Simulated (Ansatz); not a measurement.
**C2H2BFO: a spread of methods and bases**

Aim: run C2H2BFO under a spread of inputs, and see what each costs and gives.

Program: Ansatz 0.2.0, Gaussian basis. Level of theory: the settings change from run to run. These are calculated values, not measurements.

## 1. The geometry

The geometry comes from an earlier relaxation with PBE0-D4 in a triple-zeta def2 set; it is a stationary point, not always the lowest conformer.

SMILES `FB1C=CO1`, 7 atoms, charge 0, spin multiplicity 1.

Atoms are counted from 1 here; the program's logs count them from 0.

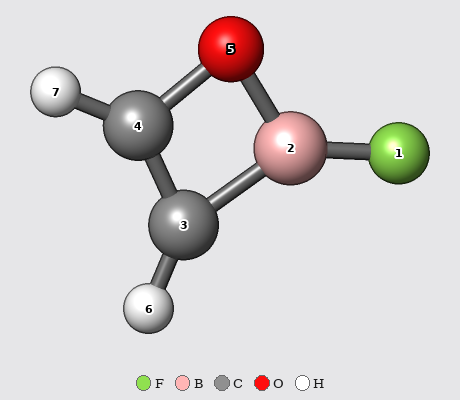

The geometry (fluorine green, boron pink, carbon grey, oxygen red, hydrogen white); atoms are numbered from 1 in the order of the file.

Coordinates:

| atom | x (Å) | y (Å) | z (Å) |
| --- | --- | --- | --- |
| F1 | -0.74835 | -2.07898 | 0.67518 |
| B2 | -0.30947 | -0.94416 | 0.21015 |
| C3 | -0.01878 | 0.51410 | 0.66084 |
| C4 | 0.33715 | 0.59061 | -0.62111 |
| O5 | 0.10188 | -0.71556 | -1.12147 |
| H6 | -0.02627 | 1.23203 | 1.46046 |
| H7 | 0.72505 | 1.33396 | -1.30955 |

## 2. revPBE0/ANO-RCC-VTZP

Set apart from the defaults: D3(BJ) dispersion, the search for lower states set to full.

File in.yaml:

```yaml
crystal:
  periodic: [false, false, false]
  atoms:
    - {symbol: F, position_ang: [-0.748354, -2.078984, 0.675176]}
    - {symbol: B, position_ang: [-0.309470, -0.944162, 0.210150]}
    - {symbol: C, position_ang: [-0.018779, 0.514103, 0.660842]}
    - {symbol: C, position_ang: [0.337150, 0.590609, -0.621111]}
    - {symbol: O, position_ang: [0.101876, -0.715561, -1.121471]}
    - {symbol: H, position_ang: [-0.026267, 1.232034, 1.460465]}
    - {symbol: H, position_ang: [0.725045, 1.333963, -1.309551]}
basis:
  gaussian: {orbitals: ANO-RCC-VTZP}
hamiltonian: {xc: {name: revPBE0}, dispersion: d3bj}
scf: {lower_state_search: full}
```

Started as:

```
> ansatz run in.yaml --threads 2 --pin off --events-out ev --progress --plain --max-ram 4352MiB
```

Standard output:

```text
Functional definition: revPBE0
  name "revPBE0"
  cite "Zhang & Yang, Phys. Rev. Lett. 80, 890 (1998) doi:10.1103/PhysRevLett.80.890"
  cite "Adamo & Barone, J. Chem. Phys. 110, 6158 (1999) doi:10.1063/1.478522"
  cite "Perdew, Burke & Ernzerhof, Phys. Rev. Lett. 77, 3865 (1996) doi:10.1103/PhysRevLett.77.3865"
  parameter a = 0.25
  parameter kappa = 1.245
  parameter beta = 0.06672455060314922
  exchange = (1 - a)*pbe_x(kappa = kappa, mu = beta*pi^2/3) + a*exact_x
  correlation = pbe_c(beta = beta)
1249 factors; their error is unknown
mean field evaluation 1: about -7546.7691 eV, gradient 5.3e1 eV
mean field evaluation 2: about -7545.2477 eV, gradient 6.1e1 eV
mean field evaluation 4: about -7552.0863 eV, gradient 3.0e0 eV
mean field evaluation 8: about -7552.1112 eV, gradient 2.4e-1 eV
mean field evaluation 16: about -7546.7793 eV, gradient 5.3e1 eV
mean field -7552.11129022 eV, -277.5349709108 hartree, gradient 5.5e-5 eV, S^2 0.000000; 0 other end points of the search recorded, 0 dependent functions left out
reference -7552.11134139 eV, -277.5349727912 hartree; 18, 18 occupied and 160, 160 virtual orbitals, 1249 factors
Total energy: -7552.35111872 eV, -277.5437844455 hartree
Relativity: scalar
```

Run time: 4.7 s. Hardware: 2 threads of Arm Neoverse V1, shared host.

## 3. r2SCANh/STO-3G

Options: a grid of angular degree 47, high accuracy.

in.yaml, as its differences from that of step 2:

```diff
@@ -11,4 +11,4 @@
 basis:
-  gaussian: {orbitals: ANO-RCC-VTZP}
-hamiltonian: {xc: {name: revPBE0}, dispersion: d3bj}
-scf: {lower_state_search: full}
+  gaussian: {orbitals: STO-3G, final_grid: {core_spheres: 20, valence_spheres: 16, degree: 47}}
+hamiltonian: {xc: {name: r2SCANh}}
+accuracy: high
```

The command is unchanged.

Standard output, cut to the lines that bear on the results:

```text
Functional definition: r2SCANh
  name "r2SCANh"
  cite "Bursch, Neugebauer, Ehlert & Grimme, J. Chem. Phys. 156, 134105 (2022) doi:10.1063/5.0086040"
  cite "Furness, Kaplan, Ning, Perdew & Sun, J. Phys. Chem. Lett. 11, 8208 (2020) doi:10.1021/acs.jpclett.0c02405"
  cite "Furness, Kaplan, Ning, Perdew & Sun, J. Phys. Chem. Lett. 11, 9248 (2020) doi:10.1021/acs.jpclett.0c03077"
  parent r2scan
[...]
553 factors; integrals over basis functions are off by at most 4.3e-9 eV
[...]
mean field -7442.37545467 eV, -273.5022533360 hartree, gradient 4.2e-8 eV, S^2 0.000000; 0 other end points of the search recorded, 0 dependent functions left out
reference -7442.37545502 eV, -273.5022533485 hartree; 18, 18 occupied and 9, 9 virtual orbitals, 553 factors
Total energy: -7442.37545502 eV, -273.5022533485 hartree
```

It took 1.3 s on 2 threads of Arm Neoverse V1, shared host.

## 4. revPBE/def2-mTZVPP

This run has atoms shaken by 0.03 Å.

File in.yaml:

```yaml
crystal:
  periodic: [false, false, false]
  atoms:
    - {symbol: F, position_ang: [-0.735181, -2.069875, 0.665989]}
    - {symbol: B, position_ang: [-0.316154, -0.974254, 0.178448]}
    - {symbol: C, position_ang: [-0.004331, 0.519790, 0.627958]}
    - {symbol: C, position_ang: [0.281337, 0.591143, -0.634498]}
    - {symbol: O, position_ang: [0.098165, -0.661712, -1.127744]}
    - {symbol: H, position_ang: [-0.017764, 1.234271, 1.479054]}
    - {symbol: H, position_ang: [0.697558, 1.340685, -1.338672]}
basis:
  gaussian: {orbitals: def2-mTZVPP}
hamiltonian: {xc: {name: revPBE}}
```

Launched as before.

Standard output:

```text
Functional definition: revPBE
  name "revPBE"
  cite "Zhang & Yang, Phys. Rev. Lett. 80, 890 (1998) doi:10.1103/PhysRevLett.80.890"
  cite "Perdew, Burke & Ernzerhof, Phys. Rev. Lett. 77, 3865 (1996) doi:10.1103/PhysRevLett.77.3865"
  parameter kappa = 1.245
  parameter beta = 0.06672455060314922
  exchange = pbe_x(kappa = kappa, mu = beta*pi^2/3)
  correlation = pbe_c(beta = beta)
961 factors; their error is unknown
mean field evaluation 1: about -7538.2296 eV, gradient 6.9e1 eV
mean field evaluation 2: about -7523.0986 eV, gradient 1.1e2 eV
mean field evaluation 4: about -7547.4866 eV, gradient 1.1e1 eV
mean field evaluation 8: about -7547.7045 eV, gradient 2.2e-1 eV
mean field evaluation 16: about -7547.6889 eV, gradient 2.0e-4 eV
mean field -7547.68885391 eV, -277.3724493739 hartree, gradient 5.3e-5 eV, S^2 0.000000; 0 other end points of the search recorded, 0 dependent functions left out
reference -7547.68889955 eV, -277.3724510510 hartree; 18, 18 occupied and 97, 97 virtual orbitals, 961 factors
Total energy: -7547.68889955 eV, -277.3724510510 hartree
```

Wall time 1.3 s (2 threads of Arm Neoverse V1, shared host).

## 5. B97/cc-pVDZ

Options: high accuracy.

File in.yaml:

```yaml
crystal:
  periodic: [false, false, false]
  atoms:
    - {symbol: F, position_ang: [-0.748354, -2.078984, 0.675176]}
    - {symbol: B, position_ang: [-0.309470, -0.944162, 0.210150]}
    - {symbol: C, position_ang: [-0.018779, 0.514103, 0.660842]}
    - {symbol: C, position_ang: [0.337150, 0.590609, -0.621111]}
    - {symbol: O, position_ang: [0.101876, -0.715561, -1.121471]}
    - {symbol: H, position_ang: [-0.026267, 1.232034, 1.460465]}
    - {symbol: H, position_ang: [0.725045, 1.333963, -1.309551]}
basis:
  gaussian: {orbitals: cc-pVDZ}
hamiltonian: {xc: {name: B97}}
accuracy: high
```

The command is unchanged.

Standard output, cut to the lines that bear on the results:

```text
Functional definition: B97
  name "B97"
  cite "Becke, J. Chem. Phys. 107, 8554 (1997) doi:10.1063/1.475007"
[...]
      + integral(e_c_pw_opposite_spin*poly(b97_u_opposite, cos0, cos1, cos2))
1803 factors; integrals over basis functions are off by at most 3.0e-9 eV
[...]
mean field -7545.34156886 eV, -277.2861882396 hartree, gradient 1.5e-8 eV, S^2 0.000000; 0 other end points of the search recorded, 0 dependent functions left out
reference -7545.34157071 eV, -277.2861883075 hartree; 18, 18 occupied and 62, 62 virtual orbitals, 1803 factors
Total energy: -7545.34157071 eV, -277.2861883075 hartree
```

It took 10 s on 2 threads of Arm Neoverse V1, shared host.

## 6. r2SCAN50/def2-TZVP

This run has coordinates scaled by 1.12, density fitting with cc-pVTZ-jkfit, a point charge of 1.00 e beside it, high accuracy, the search for lower states set to light.

File in.yaml:

```yaml
crystal:
  periodic: [false, false, false]
  atoms:
    - {symbol: F, position_ang: [-0.838156, -2.328462, 0.756197]}
    - {symbol: B, position_ang: [-0.346606, -1.057462, 0.235368]}
    - {symbol: C, position_ang: [-0.021033, 0.575795, 0.740143]}
    - {symbol: C, position_ang: [0.377608, 0.661482, -0.695645]}
    - {symbol: O, position_ang: [0.114101, -0.801429, -1.256048]}
    - {symbol: H, position_ang: [-0.029420, 1.379878, 1.635721]}
    - {symbol: H, position_ang: [0.812050, 1.494038, -1.466697]}
basis:
  gaussian: {orbitals: def2-TZVP, fitting: {mean_field: cc-pVTZ-jkfit}, point_charges: [{charge: 1.00, position_ang: [5.474, -0.097, 0.177]}]}
hamiltonian: {xc: {name: r2SCAN50}}
accuracy: high
scf: {lower_state_search: light}
output: {forces: true}
```

The command is unchanged.

Standard output, cut to the lines that bear on the results:

```text
Functional definition: r2SCAN50
  name "r2SCAN50"
  cite "Bursch, Neugebauer, Ehlert & Grimme, J. Chem. Phys. 156, 134105 (2022) doi:10.1063/5.0086040"
  cite "Furness, Kaplan, Ning, Perdew & Sun, J. Phys. Chem. Lett. 11, 8208 (2020) doi:10.1021/acs.jpclett.0c02405"
  cite "Furness, Kaplan, Ning, Perdew & Sun, J. Phys. Chem. Lett. 11, 9248 (2020) doi:10.1021/acs.jpclett.0c03077"
  parent r2scan
[...]
455 factors; integrals over basis functions are off by at most 8.4e-1 eV
[...]
mean field -7541.64556853 eV, -277.1503627323 hartree, gradient 5.7e-8 eV, S^2 0.000000; 0 other end points of the search recorded, 0 dependent functions left out
[...]
reference -7541.64556906 eV, -277.1503627520 hartree; 18, 18 occupied and 149, 149 virtual orbitals, 455 factors
Total energy: -7541.64556906 eV, -277.1503627520 hartree
Atom 0 at    -0.838156    -2.328462     0.756197 Å, force     2.094468     5.209458    -2.147345 eV/Å
Atom 1 at    -0.346606    -1.057462     0.235368 Å, force    -0.127643    -0.635281    -1.139592 eV/Å
Atom 2 at    -0.021033     0.575795     0.740143 Å, force     1.253746    -1.116677    -5.295232 eV/Å
Atom 3 at     0.377608     0.661482    -0.695645 Å, force    -1.259616    -1.688539     3.135642 eV/Å
Atom 4 at     0.114101    -0.801429    -1.256048 Å, force    -0.505834     3.235268     6.029762 eV/Å
Atom 5 at    -0.029420     1.379878     1.635721 Å, force    -0.022313    -2.417929    -2.788620 eV/Å
Atom 6 at     0.812050     1.494038    -1.466697 Å, force    -1.408863    -2.551764     2.212286 eV/Å
Dipole moment:    -0.001788     0.608087     0.162254 e Å
```

It took 9.5 s on 2 threads of Arm Neoverse V1, shared host.

Largest force 6.862 eV/Å, dipole 3.02 D.

## 7. revPBE/cc-pVTZ

File in.yaml:

```yaml
crystal:
  periodic: [false, false, false]
  atoms:
    - {symbol: F, position_ang: [-0.748354, -2.078984, 0.675176]}
    - {symbol: B, position_ang: [-0.309470, -0.944162, 0.210150]}
    - {symbol: C, position_ang: [-0.018779, 0.514103, 0.660842]}
    - {symbol: C, position_ang: [0.337150, 0.590609, -0.621111]}
    - {symbol: O, position_ang: [0.101876, -0.715561, -1.121471]}
    - {symbol: H, position_ang: [-0.026267, 1.232034, 1.460465]}
    - {symbol: H, position_ang: [0.725045, 1.333963, -1.309551]}
basis:
  gaussian: {orbitals: cc-pVTZ}
hamiltonian: {xc: {name: revPBE}}
output: {forces: true}
```

Launched as before.

Standard output, cut to the lines that bear on the results:

```text
Functional definition: revPBE
  name "revPBE"
  cite "Zhang & Yang, Phys. Rev. Lett. 80, 890 (1998) doi:10.1103/PhysRevLett.80.890"
  cite "Perdew, Burke & Ernzerhof, Phys. Rev. Lett. 77, 3865 (1996) doi:10.1103/PhysRevLett.77.3865"
[...]
973 factors; their error is unknown
[...]
mean field -7547.90497713 eV, -277.3803917558 hartree, gradient 1.8e-5 eV, S^2 0.000000; 0 other end points of the search recorded, 0 dependent functions left out
[...]
reference -7547.90501957 eV, -277.3803933156 hartree; 18, 18 occupied and 160, 160 virtual orbitals, 973 factors
Total energy: -7547.90501957 eV, -277.3803933156 hartree
Atom 0 at    -0.748354    -2.078984     0.675176 Å, force    -0.289682    -0.748325     0.307424 eV/Å
Atom 1 at    -0.309470    -0.944162     0.210150 Å, force     0.011340     0.261280     0.236960 eV/Å
Atom 2 at    -0.018779     0.514103     0.660842 Å, force    -0.141014     0.229322     0.786570 eV/Å
Atom 3 at     0.337150     0.590609    -0.621111 Å, force     0.231382     0.551119    -0.295100 eV/Å
Atom 4 at     0.101876    -0.715561    -1.121471 Å, force     0.089542    -0.654253    -1.045721 eV/Å
Atom 5 at    -0.026267     1.232034     1.460465 Å, force    -0.002437     0.176308     0.198508 eV/Å
Atom 6 at     0.725045     1.333963    -1.309551 Å, force     0.100870     0.184549    -0.188641 eV/Å
Dipole moment:     0.083818     0.364730     0.070314 e Å
```

Wall time 2.2 s (2 threads of Arm Neoverse V1, shared host).

Largest force 1.237 eV/Å, dipole 1.83 D.

## 8. SVWN5/STO-3G

Options: charge -1, multiplicity 2, the search for lower states set to off.

in.yaml, as its differences from that of step 7:

```diff
@@ -11,4 +11,7 @@
 basis:
-  gaussian: {orbitals: cc-pVTZ}
-hamiltonian: {xc: {name: revPBE}}
+  gaussian: {orbitals: STO-3G}
+total_charge: -1
+magnetization: {spin_polarized: true, initial_magnetization: 1}
+hamiltonian: {xc: {name: SVWN5}}
+scf: {lower_state_search: off}
 output: {forces: true}
```

The command is unchanged.

Standard output, cut to the lines that bear on the results:

```text
Functional definition: SVWN5
  name "SVWN5"
  cite "Dirac, Proc. Camb. Phil. Soc. 26, 376 (1930) doi:10.1017/S0305004100016108"
  cite "Slater, Phys. Rev. 81, 385 (1951) doi:10.1103/PhysRev.81.385"
  cite "Vosko, Wilk & Nusair, Can. J. Phys. 58, 1200 (1980) doi:10.1139/p80-159"
[...]
382 factors; integrals over basis functions are off by at most 4.7e-5 eV
[...]
mean field -7381.27269704 eV, -271.2567684100 hartree, gradient 7.3e-6 eV, S^2 0.752231; 0 other end points of the search recorded, 0 dependent functions left out
[...]
reference -7381.27271195 eV, -271.2567689577 hartree; 19, 18 occupied and 8, 9 virtual orbitals, 382 factors
Total energy: -7381.27271195 eV, -271.2567689577 hartree
Atom 0 at    -0.748354    -2.078984     0.675176 Å, force    -0.921057    -2.436670     0.915908 eV/Å
Atom 1 at    -0.309470    -0.944162     0.210150 Å, force    -0.054353     2.078900     2.437349 eV/Å
Atom 2 at    -0.018779     0.514103     0.660842 Å, force    -1.523787    -2.646278     3.001523 eV/Å
Atom 3 at     0.337150     0.590609    -0.621111 Å, force     1.967465     2.825612    -4.509825 eV/Å
Atom 4 at     0.101876    -0.715561    -1.121471 Å, force     0.289452    -0.702564    -1.861857 eV/Å
Atom 5 at    -0.026267     1.232034     1.460465 Å, force    -0.000238     0.384372     0.413769 eV/Å
Atom 6 at     0.725045     1.333963    -1.309551 Å, force     0.242520     0.496628    -0.396866 eV/Å
Dipole moment:    -0.090438    -0.317745     0.005938 e Å
Checks for a lower state left out: stability, starts, cluster_reference, orbital_swaps, neighbouring_geometries, increment
```

Wall time 0.45 s (2 threads of Arm Neoverse V1, shared host).

Largest force 5.674 eV/Å, ⟨S²⟩ 0.752.

## 9. B97M-V/def2-TZVP

Set apart from the defaults: atoms shaken by 0.08 Å, high accuracy.

File in.yaml:

```yaml
crystal:
  periodic: [false, false, false]
  atoms:
    - {symbol: F, position_ang: [-0.940770, -2.047897, 0.742780]}
    - {symbol: B, position_ang: [-0.473237, -1.026028, 0.206066]}
    - {symbol: C, position_ang: [-0.030673, 0.452151, 0.584810]}
    - {symbol: C, position_ang: [0.428796, 0.602676, -0.641513]}
    - {symbol: O, position_ang: [0.135035, -0.707521, -1.081519]}
    - {symbol: H, position_ang: [0.014438, 1.188565, 1.477576]}
    - {symbol: H, position_ang: [0.801255, 1.265538, -1.303154]}
basis:
  gaussian: {orbitals: def2-TZVP}
hamiltonian: {xc: {name: B97M-V}}
accuracy: high
```

The command is unchanged.

Standard output, cut to the lines that bear on the results:

```text
Functional definition: B97M-V
  name "B97M-V"
  cite "Mardirossian & Head-Gordon, J. Chem. Phys. 142, 074111 (2015) doi:10.1063/1.4907719"
  cite "Becke, J. Chem. Phys. 107, 8554 (1997) doi:10.1063/1.475007"
  cite "Vydrov & Van Voorhis, J. Chem. Phys. 133, 244103 (2010) doi:10.1063/1.3521275"
  # Of w^i u^j: cxij and so on, Table III.
[...]
  gx(w, u) = cx00 + cx01*u + cx02*u^2 + (cx10 + cx11*u)*w
  gss(w, u) = css00 + css02*u^2 + css10*w + (css32*w^3 + css42*w^4)*u^2
  gos(w, u) = cos00 + cos01*u + cos03*u^3 + cos10*w + cos32*w^3*u^2
[...]
      + integral(e_c_pw_mod_opposite_spin*gos(b97_w_opposite, b97_u_opposite)) + vv10(b, c)
2906 factors; integrals over basis functions are off by at most 3.6e-9 eV
[...]
mean field -7548.63109899 eV, -277.4070762420 hartree, gradient 3.9e-8 eV, S^2 0.000000; 0 other end points of the search recorded, 0 dependent functions left out
reference -7548.63110496 eV, -277.4070764614 hartree; 18, 18 occupied and 149, 149 virtual orbitals, 2906 factors
Total energy: -7548.63110496 eV, -277.4070764614 hartree
```

It took 40 s on 2 threads of Arm Neoverse V1, shared host; peak memory 0.82 GiB.

## 10. wPBEh/6-31G*

File in.yaml:

```yaml
crystal:
  periodic: [false, false, false]
  atoms:
    - {symbol: F, position_ang: [-0.748354, -2.078984, 0.675176]}
    - {symbol: B, position_ang: [-0.309470, -0.944162, 0.210150]}
    - {symbol: C, position_ang: [-0.018779, 0.514103, 0.660842]}
    - {symbol: C, position_ang: [0.337150, 0.590609, -0.621111]}
    - {symbol: O, position_ang: [0.101876, -0.715561, -1.121471]}
    - {symbol: H, position_ang: [-0.026267, 1.232034, 1.460465]}
    - {symbol: H, position_ang: [0.725045, 1.333963, -1.309551]}
basis:
  gaussian: {orbitals: "6-31G*"}
hamiltonian: {xc: {name: wPBEh}}
output: {forces: true}
```

Same command.

Standard output, cut to the lines that bear on the results:

```text
Functional definition: wPBEh
  name "wPBEh"
  cite "Heyd, Scuseria & Ernzerhof, J. Chem. Phys. 118, 8207 (2003) doi:10.1063/1.1564060"
  cite "Krukau, Vydrov, Izmaylov & Scuseria, J. Chem. Phys. 125, 224106 (2006) doi:10.1063/1.2404663"
  cite "Heyd & Scuseria, J. Chem. Phys. 120, 7274 (2004) doi:10.1063/1.1668634"
  cite "Ernzerhof & Perdew, J. Chem. Phys. 109, 3313 (1998) doi:10.1063/1.476928"
  cite "Perdew, Burke & Ernzerhof, Phys. Rev. Lett. 77, 3865 (1996) doi:10.1103/PhysRevLett.77.3865"
  parent pbe
[...]
745 factors; integrals over basis functions are off by at most 1.2e-3 eV
80 factors; integrals over basis functions are off by at most 2.1e-7 eV
[...]
mean field -7539.87284265 eV, -277.0852162581 hartree, gradient 7.5e-6 eV, S^2 0.000000; 0 other end points of the search recorded, 0 dependent functions left out
[...]
reference -7539.87286063 eV, -277.0852169188 hartree; 18, 18 occupied and 61, 61 virtual orbitals, 745 factors
Total energy: -7539.87286063 eV, -277.0852169188 hartree
Atom 0 at    -0.748354    -2.078984     0.675176 Å, force    -0.085898    -0.212794     0.100777 eV/Å
Atom 1 at    -0.309470    -0.944162     0.210150 Å, force     0.059202     0.157676    -0.057651 eV/Å
Atom 2 at    -0.018779     0.514103     0.660842 Å, force    -0.067738    -0.011176     0.247880 eV/Å
Atom 3 at     0.337150     0.590609    -0.621111 Å, force     0.046879     0.043440    -0.132883 eV/Å
Atom 4 at     0.101876    -0.715561    -1.121471 Å, force     0.018274    -0.091798    -0.168576 eV/Å
Atom 5 at    -0.026267     1.232034     1.460465 Å, force    -0.000125     0.076582     0.082516 eV/Å
Atom 6 at     0.725045     1.333963    -1.309551 Å, force     0.029406     0.038070    -0.072062 eV/Å
Dipole moment:     0.081499     0.383750     0.099650 e Å
```

Wall time 1.6 s (2 threads of Arm Neoverse V1, shared host).

Largest force 0.257 eV/Å, dipole 1.94 D.

## 11. The runs in one table

| level | charge | multiplicity | geometry | functions | energy (eV) | time |
| --- | --- | --- | --- | --- | --- | --- |
| revPBE0/ANO-RCC-VTZP | 0 | 1 | relaxed | 178 | -7552.351 | 4.7 s |
| r2SCANh/STO-3G | 0 | 1 | relaxed | 27 | -7442.375 | 1.3 s |
| revPBE/def2-mTZVPP | 0 | 1 | shaken | 115 | -7547.689 | 1.3 s |
| B97/cc-pVDZ | 0 | 1 | relaxed | 80 | -7545.342 | 10 s |
| r2SCAN50/def2-TZVP | 0 | 1 | scaled, point charge | 167 | -7541.646 | 9.5 s |
| revPBE/cc-pVTZ | 0 | 1 | relaxed | 178 | -7547.905 | 2.2 s |
| SVWN5/STO-3G | -1 | 2 | relaxed | 27 | -7381.273 | 0.45 s |
| B97M-V/def2-TZVP | 0 | 1 | shaken | 167 | -7548.631 | 40 s |
| wPBEh/6-31G* | 0 | 1 | relaxed | 79 | -7539.873 | 1.6 s |

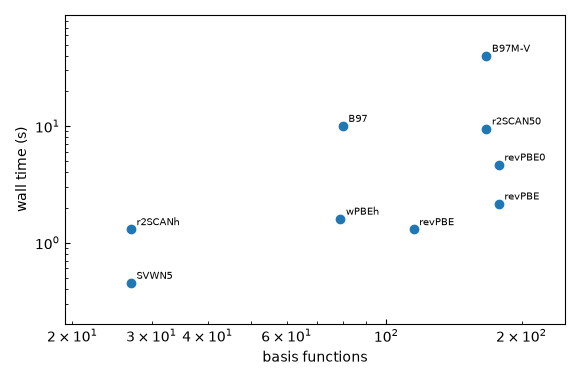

Wall time against the number of basis functions (shared host).

## 12. What came out

| quantity | value |
| --- | --- |
| runs | 9 |
| quickest | SVWN5/STO-3G, 0.45 s |
| slowest | B97M-V/def2-TZVP, 40 s |
| spread of total energies, same state and geometry | 110.0 eV |
| dipole, same state and geometry | 1.83 to 1.94 D |

B97M-V/def2-TZVP took 89 times as long as SVWN5/STO-3G. The jobs differ in tasks and options as well as level. The totals spread over 110 eV; they can't be compared across methods or bases. At the PBE0-D4/def2-TZVP geometry and in the same state, runs without warnings or point charges leave forces up to 1.24 eV/Å (revPBE/cc-pVTZ).
